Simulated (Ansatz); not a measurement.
**A failed many-body run on LiMgBN2 (I-4m2)**

A first try at the G0W0 gap of LiMgBN2 (I-4m2), what the program said, and an input that works.

Calculated with Ansatz 0.2.0; G0W0 on PBE, plane waves, PAW; PAW set soft_1.

## (1) Starting point

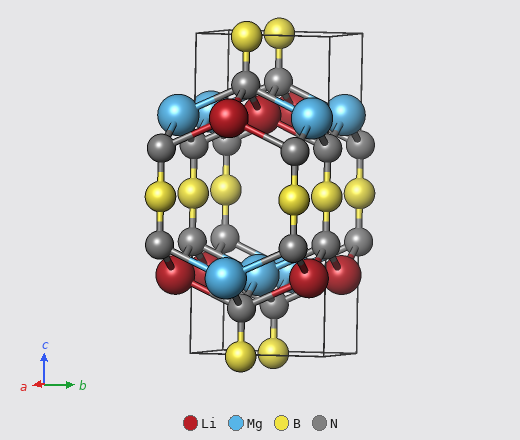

Start, viewed slightly off an axis; lithium red, magnesium blue, boron yellow, nitrogen grey. 2×1×1 cells are drawn. This picture shows the conventional cell, with its axes. Some periodic images of atoms are drawn too.

The cell and positions are those that the Materials Project relaxed with its own functionals (PBE, PBE+U or r2SCAN), kept fixed.

## (2) First try

input.yaml reads:

```yaml
crystal:
  lattice:
    - [-1.909656, 1.909656, 4.443522]
    - [1.909656, -1.909656, 4.443522]
    - [1.909656, 1.909656, -4.443522]
  atoms:
    - { symbol: Li, position: [0.25, 0.75, 0.5] }
    - { symbol: Mg, position: [0.75, 0.25, 0.5] }
    - { symbol: B, position: [0.5, 0.5, 0.0] }
    - { symbol: "N", position: [0.6512635, 0.6512635, 0.0] }
    - { symbol: "N", position: [0.3487365, 0.3487365, 0.0] }
kpoints:
  mp_grid: { grid: [1, 1, 1] }
hamiltonian:
  xc: pbe
  pseudopotentials: { kind: paw, azcp: { folder: soft_1 } }
scf:
  occupations: { method: fixed }
gw:
  n_empty_bands: 68
  ecut_chi: 60
  qp_bands: [v2, c2]
  qp_kpoints: band_edges
  screening: { model: contour_deformation }
```

On the command line:

```bash
$ ansatz run input.yaml --threads 3 --pin off --max-ram 92160MiB --backend cuda --events-out ev --progress --plain --runs-dir out --devices 1 --max-vram 13GiB
```

Numbers of over 12 decimals in the logs are rounded to 6 here.

The program printed:

```text
GPUs: using 1 of 1 available (devices: 1).
Engine: ansatz 0.2.0, x86_64-unknown-linux-gnu
Pseudopotentials: kind: paw
Pseudopotential: Li, paw, valence charge 3, recommended cutoff 420 eV (normal), soft_1/Li.paw.azcp
Pseudopotential: Mg, paw, valence charge 10, recommended cutoff 420 eV (normal), soft_1/Mg.paw.azcp
Pseudopotential: B, paw, valence charge 3, recommended cutoff 420 eV (normal), soft_1/B.paw.azcp
Pseudopotential: N, paw, valence charge 5, recommended cutoff 420 eV (normal), soft_1/N.paw.azcp
Functional definition: PBE
  parameter kappa = 0.804
  parameter beta = 0.066725
  exchange = pbe_x(kappa = kappa, mu = beta*pi^2/3)
  correlation = pbe_c(beta = beta)
device memory: the entry about to start is reckoned to put 0.5 GiB on a device that reports 39.8 GiB free (of which the cap on the GPU budget leaves the run 13.0 GiB)
GPU FFT provider: cuFFT
GPU libraries: cuBLAS 13.8.2, cuFFT 12.4.0, cuSOLVER 12.3.4
Crystal: 5 atoms, lattice volume = 64.818 Å³
Basis set: ecut = 420 eV, 1283 PW (Γ)
Bands: 18, of which v1, the nominal top of the filled ones, is band 13 counted from 1 (12 counted from 0)
Symmetry: 8 space group operations
Space group: I-4m2 (ITA 119), of the structure as read, at distance tolerance 4.0e-5 Å
k-points: 1
Non-local potential: Li, projectors of the file, l = 0: 3, l = 1: 2, l = 2: 1
Non-local potential: Mg, projectors of the file, l = 0: 3, l = 1: 2, l = 2: 1
Non-local potential: B, projectors of the file, l = 0: 2, l = 1: 2, l = 2: 1
Non-local potential: N, projectors of the file, l = 0: 2, l = 1: 2, l = 2: 1
PAW form: soft (Blöchl's): semilocal exchange-correlation on the pseudo side does not see the compensation charge
PAW one-centre angular grid: Li, 110 points (default); XC on 96 Gauss nodes
PAW one-centre angular grid: Mg, 110 points (default); XC on 64 Gauss nodes
PAW one-centre angular grid: B, 110 points (default); XC on 64 Gauss nodes
PAW one-centre angular grid: N, 110 points (default); XC on 64 Gauss nodes
Initial density: superposition of atomic densities (chi_scale 0.1, normalization cell, long waves kept (reshape's long-wave potential 0.02 eV rms))
Initial wavefunctions: pseudopotential atomic-orbital guess
GPU buffer pool allocated for 46656 grid points (all kernels)
GPU transforms: local potential and band sums: pruned to the plane-wave sphere, on 36×36×36
Functional: x = pbe(κ = 0.804, μ = 0.219515), c = pbe(β = 0.066725)
SCF iter   1: F=—  HF=-3058.436098 eV  |F-HF|=—  |Δ(HF+E_count)|=         —  Δρ=1.09e-1  dr2=1.11e1  ethr=3.10e-3  ⟨swp⟩=5.0  Hψ=83  notcnv=0  defer=1
preconditioner: auto → none  [insulator: Δε(μ)=5.627 eV  Ē_g=13.317 eV  n_scr=14 (ndim 8)  ℏωp=18.4 eV  f_vac=0.001  ε∞_Penn≈2.9]
SCF iter   2: F=—  HF=-3055.755630 eV  |F-HF|=—  |Δ(HF+E_count)|=    2.68e0  Δρ=8.02e-2  dr2=3.22e0  ethr=3.10e-3  ⟨swp⟩=3.0  Hψ=46  notcnv=0  defer=3
SCF iter   3: F=—  HF=-3055.063952 eV  |F-HF|=—  |Δ(HF+E_count)|=   6.92e-1  Δρ=1.98e-2  dr2=3.22e-1  ethr=3.10e-3  ⟨swp⟩=2.0  Hψ=37  notcnv=0  defer=1
SCF iter   4: F=—  HF=-3055.058822 eV  |F-HF|=—  |Δ(HF+E_count)|=   5.13e-3  Δρ=5.20e-3  dr2=2.42e-2  ethr=1.24e-3  ⟨swp⟩=2.0  Hψ=25  notcnv=0  defer=3
SCF iter   5: F=—  HF=-3055.055948 eV  |F-HF|=—  |Δ(HF+E_count)|=   2.87e-3  Δρ=1.38e-3  dr2=7.54e-4  ethr=9.29e-5  ⟨swp⟩=2.0  Hψ=25  notcnv=0  defer=3
SCF iter   6: F=—  HF=-3055.056213 eV  |F-HF|=—  |Δ(HF+E_count)|=   2.65e-4  Δρ=2.74e-4  dr2=2.94e-5  ethr=2.90e-6  ⟨swp⟩=2.0  Hψ=25  notcnv=0  defer=3
SCF iter   7: F=—  HF=-3055.056235 eV  |F-HF|=—  |Δ(HF+E_count)|=   2.23e-5  Δρ=3.20e-5  dr2=3.01e-7  ethr=1.13e-7  ⟨swp⟩=2.0  Hψ=28  notcnv=0  defer=1
SCF iter   8: F=-3055.056236 eV  HF=-3055.056236 eV  |F-HF|=3.38e-9  |Δ(HF+E_count)|=   4.98e-7  Δρ=3.11e-6  dr2=3.41e-9  ethr=3.85e-10  ⟨swp⟩=9.0  Hψ=69  notcnv=0
SCF 1 converged in 8 iterations: F = -3055.056236 eV  dr2 = 3.41e-9
[...]
device memory: the entry about to start is reckoned to put 0.6 GiB on a device that reports 39.7 GiB free (of which the cap on the GPU budget leaves the run 13.0 GiB)
NSCF: frozen V_eff on 1 k-points
[...]
device memory: the entry about to start is reckoned to put 1.0 GiB on a device that reports 39.7 GiB free (of which the cap on the GPU budget leaves the run 13.0 GiB)
NSCF: frozen V_eff on 1 k-points
G₀W₀ screening: q 1/1
G₀W₀ self-energy: k 1/1
device memory: the entry about to start is reckoned to put 0.4 GiB on a device that reports 39.6 GiB free (of which the cap on the GPU budget leaves the run 13.0 GiB)
NSCF: frozen V_eff on 1 k-points
device memory: the entry about to start is reckoned to put 0.4 GiB on a device that reports 39.6 GiB free (of which the cap on the GPU budget leaves the run 13.0 GiB)
NSCF: frozen V_eff on 1 k-points
device memory: the entry about to start is reckoned to put 0.4 GiB on a device that reports 39.7 GiB free (of which the cap on the GPU budget leaves the run 13.0 GiB)
NSCF: frozen V_eff on 1 k-points
device memory: the entry about to start is reckoned to put 0.4 GiB on a device that reports 39.7 GiB free (of which the cap on the GPU budget leaves the run 13.0 GiB)
NSCF: frozen V_eff on 1 k-points
device memory: the entry about to start is reckoned to put 0.4 GiB on a device that reports 39.8 GiB free (of which the cap on the GPU budget leaves the run 13.0 GiB)
NSCF: frozen V_eff on 1 k-points
device memory: the entry about to start is reckoned to put 0.4 GiB on a device that reports 38.5 GiB free (of which the cap on the GPU budget leaves the run 13.0 GiB)
NSCF: frozen V_eff on 1 k-points
SCF converged after 8 iterations
Free energy (F): -3055.056236 eV
Harris-Foulkes:  -3055.056236 eV  (|F-HF|=3.38e-9)
Internal energy: -3055.056236 eV  (E = F + TS)
E sigma→0 (E₀):  -3055.056236 eV
Fermi energy:    2.140546 eV
--- Per-component energies (eV) ---
  E_band       = -471.518448
  E_kinetic    = 401.339101
  E_local      = -2705.329173  (includes V_loc(G=0)·N_el)
  E_nonlocal   = 252.589984
  E_hartree    = 960.423029
  E_xc         = -188.799587
  E_vxc        = -236.772590  (∫ρ·V_xc dr)
  E_paw        = -659.690832  (= ΣΔE_a)
  E_vpaw       = -104.194195  (= ΣTr[D̂ρ^β])
  E_aug_tail   = 0.002008  (compensation charges beyond the density's cutoff)
  E_ewald      = -1115.590766
  E_smearing   = -0.000000  (= −TS)
  E_closure    = 0.000000  (closes the sum)
  Σ components = -3055.056236   (vs F -3055.056236, Δ=0.00e0)
--- Band table (eV) ---
  k-point 0: bands = [... 9 lower, 1.3724, 1.3724, 2.1405, 2.1405, 5.9053, 9.4476, 11.3125, 11.3125, ... 1 higher]
--- G₀W₀: contour deformation, 6 samples at zero and on the imaginary axis and 1 off it, 1 q-point, 68 empty bands' worth ---
  eigenvalues of the whole cell's RPA ε∞ on this k-mesh (on a slab, of 1 + 4πα/V) = 4.2082, 5.2795, 5.2795; static W/v taken at q = 0 is 0.200370
  bands read: the sum over 81 bands ends inside a degenerate multiplet in 1 slot, whose members it reads at an even weight; the widest, k=0: bands 81 to 82 (counted from 1) at 1/2 each
  gw.qp_kpoints: band_edges: 1 of 1 stored k-point solved, in 1 pass; an edge of the gap read off the rows below is read off those points alone
    ik  band        ε_KS         Σx   Σc(E_QP)       V_xc       Z   E_QP_lin       E_QP  E_QP is
     0    12      2.1405   -20.9124     4.8170   -15.4344  0.7218     1.4698     1.4796  root
     0    13      2.1405   -20.9124     4.8170   -15.4344  0.7218     1.4698     1.4796  root
     0    14      5.9053    -4.1631    -4.6599    -8.6584  0.7560     5.7412     5.7407  root
     0    15      9.4476    -3.0017    -4.9250    -7.8481  0.7398     9.3693     9.3691  root
```

The job ended after 4.8 s (1 × NVIDIA H100 80GB HBM3 (shared by 6 runs) with 3 threads of AMD EPYC 7R13 (Zen 3), shared host; peak memory 0.98 GiB).

Q: What is the fault?

The run ended normally, though the input holds a fault or crude settings.

The fault: one k-point. One point can't sample the density or the screening of a small cell, and the band edges may lie elsewhere in the zone.

It printed a gap of 4.26 eV, which is an artefact of the settings.

## (3) A better input

Now the one-shot GW correction: screening in the RPA, then the self-energy of the levels asked for. This step takes PAW set soft_1 files.

input.yaml: that of step 2 with these lines changed.

```diff
@@ -12,3 +12,3 @@
 kpoints:
-  mp_grid: { grid: [1, 1, 1] }
+  mp_grid: { grid: [6, 6, 6] }
 hamiltonian:
@@ -19,4 +19,4 @@
 gw:
-  n_empty_bands: 68
-  ecut_chi: 60
+  n_empty_bands: 84
+  ecut_chi: 69
   qp_bands: [v2, c2]
```

The program printed:

```text
GPUs: using 1 of 1 available (devices: 1).
[...]
GPU FFT provider: cuFFT
GPU libraries: cuBLAS 13.8.2, cuFFT 12.4.0, cuSOLVER 12.3.4
Crystal: 5 atoms, lattice volume = 64.818 Å³
Basis set: ecut = 420 eV, 1283 PW (Γ)
Bands: 18, of which v1, the nominal top of the filled ones, is band 13 counted from 1 (12 counted from 0)
[... 1 set-up line as in the run before ...]
[...]
k-points: 30 of 216 (time reversal used)
[...]
GPU buffer pool allocated for 46656 grid points (all kernels)
[...]
SCF iter   1: F=—  HF=-3059.828881 eV  |F-HF|=—  |Δ(HF+E_count)|=         —  Δρ=1.03e-1  dr2=9.26e0  ethr=3.10e-3  ⟨swp⟩=5.0  Hψ=2573  notcnv=0  defer=78
[...]
SCF iter   8: F=-3057.063799 eV  HF=-3057.063798 eV  |F-HF|=3.36e-9  |Δ(HF+E_count)|=   5.73e-7  Δρ=2.57e-6  dr2=3.51e-9  ethr=3.85e-10  ⟨swp⟩=9.6  Hψ=2369  notcnv=0
SCF 1 converged in 8 iterations: F = -3057.063799 eV  dr2 = 3.51e-9
[...]
0    12      1.7554   -19.7874     3.2341   -15.5065  0.7716     0.6922     0.7087  root
     0    13      1.7554   -19.7874     3.2341   -15.5065  0.7716     0.6922     0.7087  root
     0    14      5.7089    -5.3691    -3.1206    -9.0578  0.8400     6.2797     6.2771  root
     0    15      9.1876    -3.8039    -3.6110    -8.1449  0.8324     9.9236     9.9177  root
     3    12      1.1916   -19.4307     3.3675   -14.8750  0.7670    -0.0213     0.0034  root
     3    13      2.6652   -20.1006     2.9846   -16.2033  0.7811     1.7423     1.7525  root
     3    14      8.2104    -3.3284    -3.3080    -7.0668  0.8400     8.6425     8.6407  root
     3    15      8.7533    -6.5553    -3.7020   -11.6790  0.8136    10.1976    10.1750  root
[...]
29    12      3.1055   -20.6970     2.9274   -16.9939  0.7815     2.3229     2.3298  root
    29    13      3.1055   -20.6970     2.9274   -16.9939  0.7815     2.3229     2.3298  root
    29    14      6.6501    -5.0798    -3.0795    -8.7629  0.8366     7.2570     7.2536  root
    29    15      9.4436    -6.3606    -3.7108   -11.0508  0.8187    10.4350    10.4231  root
[key lines of the parts left out:]
SCF converged after 8 iterations
Free energy (F): -3057.063799 eV
Fermi energy:    3.105453 eV
```

Elapsed: 45 s, on 1 × NVIDIA H100 80GB HBM3 (shared by 6 runs) with 3 threads; peak memory 1.1 GiB; 70 s of CPU time.

Numbers from this step:

* bands summed: 97
* RPA ε∞ on this mesh (eigenvalues): 2.633, 2.633, 3.541
* plane waves in the screening matrix: 95
* q-points in the mesh: 216
* G0W0 gap on the mesh: 3.947 eV
* k of the valence top: -0.5, -0.5, -0.5
* k of the conduction bottom: 0, 0, 0
* starting gap on the mesh: 2.603 eV
* Z at the valence top: 0.7815
* Z at the conduction bottom: 0.8400
* least direct G0W0 gap on the computed points: 4.924 eV

The gap on the mesh goes from 2.60 eV to 3.95 eV, a correction of +1.34 eV. Between the two edge states, bare exchange in place of the xc potential would open the gap by 7.39 eV, and correlation takes back 6.05 eV.

## (4) What came out

| Property | Result |
| --- | --- |
| first try | converged after 4.8 s |
| better run | G0W0 gap on the mesh 3.95 eV (6×6×6 mesh, 84 empty bands, screening to 69 eV, PAW set soft_1 files) |

The second run differs in: mesh, empty bands and screening cutoff (eV). Bands and cutoff are finite, so the gap is not at the basis limit. The miss can reach some tenths of an eV and take either sign; the mesh is an error of its own.

[Paths, hosts, dates, memory and timing lines, banners, echoed tables and standing remarks are left out of the program output.]

[Logs are printed without paths, hosts, clocks, repeated set-up lines and the standing remarks that a program may print on its own settings, such as how far it seeks lower states.]

[Runs of the session that timed out or met a known fault of the program may be left out.]

[Cells called generated may have been cut or substituted from an entry of the Crystallography Open Database or the Materials Project.]

[Hosts, paths, dates, database ids (printed as entryN), source tags and the programs' standing remarks are cut or masked in the printed files.]
